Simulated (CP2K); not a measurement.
**Two attempts at CH4BFOS (SMILES FBOCS)**

Aim: a single-point energy of CH4BFOS at AM1.

Program for the calculation: CP2K 2026.2.

3 further runs of the same task are left out: 3 set aside as unsound or not needed.

## (1) The system as given

CH4BFOS: 9 atoms, total charge 0, spin state singlet. As SMILES, `FBOCS`. The shape is that of a GFN2-xTB optimisation. This is one conformer, not always the lowest.

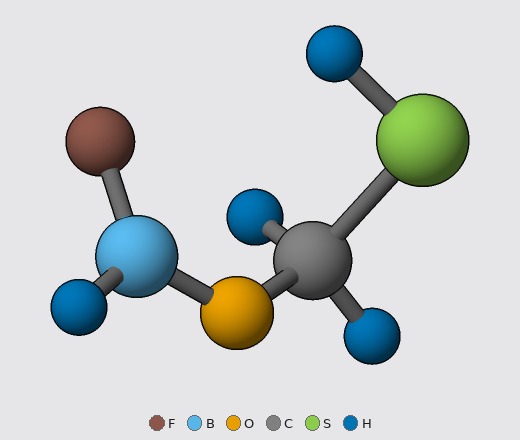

The structure, seen from a chosen angle (fluorine brown, boron blue, oxygen amber, carbon grey, sulfur green, hydrogen blue).

## (2) Try one

qs.inp reads:

```
&GLOBAL
 PROJECT_NAME qs
 RUN_TYPE ENERGY
 PRINT_LEVEL MEDIUM
&END GLOBAL

&FORCE_EVAL
 METHOD Quickstep
 &DFT
  CHARGE 4
  MULTIPLICITY 1
  &QS
   METHOD AM1
   EPS_DEFAULT 1.0E-10
   &SE
    &COULOMB
     CUTOFF [angstrom] 50
     RC_RANGE [angstrom] 0
    &END COULOMB
    &EXCHANGE
     CUTOFF [angstrom] 50
     RC_RANGE [angstrom] 0
    &END EXCHANGE
   &END SE
  &END QS
  &POISSON
   PERIODIC NONE
   POISSON_SOLVER ANALYTIC
  &END POISSON
  &SCF
   SCF_GUESS ATOMIC
   EPS_SCF 1.0E-07
   MAX_SCF 34
   &OT ON
    MINIMIZER DIIS
    PRECONDITIONER FULL_ALL
   &END OT
   &OUTER_SCF
    EPS_SCF 1.0E-07
    MAX_SCF 2
   &END OUTER_SCF
  &END SCF
  &PRINT
   &MOMENTS
    PERIODIC F
    REFERENCE COM
    MAX_MOMENT 1
   &END MOMENTS
   &MO_CUBES
    NLUMO 1
    NHOMO -1
    WRITE_CUBE F
   &END MO_CUBES
   &HIRSHFELD OFF
   &END HIRSHFELD
  &END PRINT
 &END DFT
 &SUBSYS
  &CELL
   ABC [angstrom] 16.1 13.9 14.7
   PERIODIC NONE
  &END CELL
  &COORD
   SCALED T
   F    0.43539876   0.43006763   0.51401667
   B    0.43479752   0.52020791   0.54538401
   O    0.50523913   0.56490576   0.56505068
   C    0.58438882   0.52455540   0.55498129
   S    0.61963478   0.52352230   0.43689898
   H    0.37147453   0.55942230   0.55592551
   H    0.58641615   0.45068489   0.58045612
   H    0.62852547   0.56993237   0.59156565
   H    0.56610186   0.45706115   0.40843435
  &END COORD
 &END SUBSYS
&END FORCE_EVAL
```

Run with:

```console
$ OMP_NUM_THREADS=1 cp2k.psmp -i qs.inp > qs.out 2>&1
```

Standard output:

```text
CP2K| version string:                                       CP2K version 2026.2
[...]
 GLOBAL| Method name                                                        CP2K
[...]
 GLOBAL| Run type                                                         ENERGY
[...]
                             - Atoms:                                          9
[...]
                             - Spherical basis functions:                     24
[...]
 Number of electrons:                                                         26
[...]
     1 OT DIIS     0.15E+00    0.0     0.37673366       -37.1248212226 -3.71E+01
[...]
    24 OT DIIS     0.15E+00    0.0     0.00000009       -43.2871622593 -1.85E-12
  *** SCF run converged in    24 steps ***
  Core-core repulsion energy [eV]:                           2199.04412760694640
  Core Hamiltonian energy [eV]:                             -1869.33634606369742
  Two-electron integral energy [eV]:                        -3015.22273968196623
  Electronic energy [eV]:                                   -3376.94771590468054
  Total energy [eV]:                                        -1177.90358829773413
  Atomic reference energy [eV]:                              1248.85473482299562
  Heat of formation [kcal/mol]:                              1636.17243780750141
[...]
 SE_DIPOLE| Moment [Debye]         -0.49220406      -1.79253923       2.39178417
 SE_DIPOLE| Derivative [a.u.]       0.00000000       0.00000000       0.00000000
 *** WARNING in qs_scf_post_se.F:140 :: Printing of MO cube files not ***
 *** implemented for Semi-Empirical method.                           ***
 ENERGY| Total FORCE_EVAL ( QS ) energy [hartree]            -43.287162259259034
[...]
```

Run time: 1 s. Hardware: 1 thread of Arm Neoverse N1, shared host; peak memory 0.14 GiB.

## (3) Reading the log

The run finished; that doesn't make the result usable.

Cause: the charge typed isn't that of the species meant. To mend it: charge 0 in place of 4.

## (4) Second attempt

mol.inp reads:

```
&GLOBAL
 PROJECT_NAME mol
 RUN_TYPE ENERGY
 PRINT_LEVEL MEDIUM
&END GLOBAL

&FORCE_EVAL
 METHOD QUICKSTEP
 &DFT
  &QS
   METHOD AM1
   EPS_DEFAULT 1.0E-10
   &SE
    &COULOMB
     CUTOFF [angstrom] 50
     RC_RANGE [angstrom] 0
    &END COULOMB
    &EXCHANGE
     CUTOFF [angstrom] 50
     RC_RANGE [angstrom] 0
    &END EXCHANGE
   &END SE
  &END QS
  &POISSON
   PERIODIC NONE
   POISSON_SOLVER ANALYTIC
  &END POISSON
  &SCF
   SCF_GUESS ATOMIC
   EPS_SCF 1.0E-07
   MAX_SCF 50
   &OT
    MINIMIZER DIIS
    PRECONDITIONER FULL_ALL
   &END OT
   &OUTER_SCF
    EPS_SCF 1.0E-07
    MAX_SCF 8
   &END OUTER_SCF
  &END SCF
  &PRINT
   &MOMENTS
    PERIODIC F
    REFERENCE COM
    MAX_MOMENT 1
   &END MOMENTS
   &MO_CUBES
    NLUMO 1
    NHOMO -1
    WRITE_CUBE F
   &END MO_CUBES
   &HIRSHFELD OFF
   &END HIRSHFELD
  &END PRINT
 &END DFT
 &SUBSYS
  &CELL
   ABC 16.1 13.9 14.7
   PERIODIC NONE
  &END CELL
  &COORD
   SCALED T
   F    0.43539876   0.43006763   0.51401667
   B    0.43479752   0.52020791   0.54538401
   O    0.50523913   0.56490576   0.56505068
   C    0.58438882   0.52455540   0.55498129
   S    0.61963478   0.52352230   0.43689898
   H    0.37147453   0.55942230   0.55592551
   H    0.58641615   0.45068489   0.58045612
   H    0.62852547   0.56993237   0.59156565
   H    0.56610186   0.45706115   0.40843435
  &END COORD
 &END SUBSYS
&END FORCE_EVAL
```

Run with:

```console
$ OMP_NUM_THREADS=1 cp2k.psmp -i mol.inp -o mol.out
```

Standard output:

```text
CP2K| version string:                                       CP2K version 2026.2
[...]
 GLOBAL| Method name                                                        CP2K
[...]
 GLOBAL| Run type                                                         ENERGY
[...]
                             - Atoms:                                          9
[...]
                             - Spherical basis functions:                     24
[...]
 Number of electrons:                                                         30
[...]
     1 OT DIIS     0.15E+00    0.0     0.32650475       -40.0316745461 -4.00E+01
[...]
     9 OT DIIS     0.15E+00    0.0     0.00000010       -46.1331910115 -1.73E-11
  *** SCF run converged in     9 steps ***
  Core-core repulsion energy [eV]:                           2199.04412760694640
  Core Hamiltonian energy [eV]:                             -2050.84239858149022
  Two-electron integral energy [eV]:                        -2807.09939633181466
  Electronic energy [eV]:                                   -3454.39209674739777
  Total energy [eV]:                                        -1255.34796914045137
  Atomic reference energy [eV]:                              1248.85473482299562
  Heat of formation [kcal/mol]:                              -149.73755242509566
[...]
 SE_DIPOLE| Moment [Debye]          0.56169828       0.79377581      -1.19210101
 SE_DIPOLE| Derivative [a.u.]       0.00000000       0.00000000       0.00000000
 *** WARNING in qs_scf_post_se.F:140 :: Printing of MO cube files not ***
 *** implemented for Semi-Empirical method.                           ***
 ENERGY| Total FORCE_EVAL ( QS ) energy [hartree]            -46.133191011451942
[...]
```

It took 1 s on 1 thread of Arm Neoverse N1, shared host; peak memory 0.14 GiB.

## (5) Results

Level: AM1.

| quantity | value |
| --- | --- |
| total energy | -46.13319 Eh |
| dipole moment | 1.54 D |
| heat of formation | -149.7 kcal/mol |
